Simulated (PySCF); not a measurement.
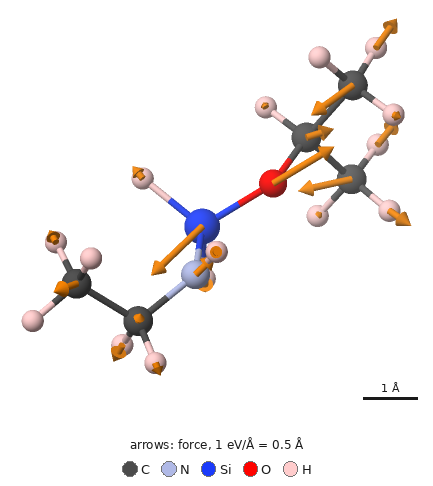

Starting geometry of C$_{5}$H$_{15}$NOSi with the computed forces as orange arrows. A ball-and-stick model, seen from a free direction.

The start comes from GFN2-xTB. Its atoms were then displaced at random by about 0.01 Å.

Computed with PBE0-D3(BJ)/def2-SVP geometry optimisation, gas phase (PySCF 2.14.0, density-fitted response routines). 

What follows when this structure is relaxed?

It isn't relaxed: the largest force vector, on the Si atom, is 2.93 eV/Å. The final displacements have little in common with the starting forces (cosine between the two patterns −0.04). The largest move after the best rigid fit is that of an H atom, 2.03 Å. By element the largest moves are H 2.03 Å, N 1.26 Å, C 0.70 Å, Si 0.44 Å, O 0.07 Å. Some distances before and after: O–Si 1.581 → 1.669 Å, C–H 1.058 → 1.101 Å, H–Si 1.452 → 1.494 Å, N–Si 1.739 → 1.713 Å. Bond angles that change, for instance: N–Si–O 101.6° → 112.9°, N–Si–H 115.7° → 109.1°, O–Si–H 115.5° → 110.0°. Groups turn about O–Si by about 25°. Over 21 geometry steps the energy falls by 0.459 eV. The run took 6.3 min on 1 thread of Arm Neoverse V2, with other jobs on the host.
